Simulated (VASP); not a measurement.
Band structure of Ag (fcc). Level of theory: RPBE GGA, VASP's PBE PAW potentials (set 64) (plane waves; VASP).

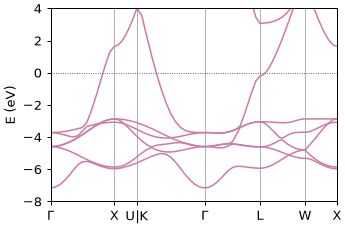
Bands along high-symmetry lines, zero at the valence-band maximum or, without a gap, the Fermi level

Q: Read the plot: is there a gap, and where are the band edges?

A: It has no gap at this level: it comes out as a metal or semimetal. (Edges off the drawn lines would not show.)

The compound is Ag in the fcc structure. It was relaxed first, which changed the volume by +9 %.
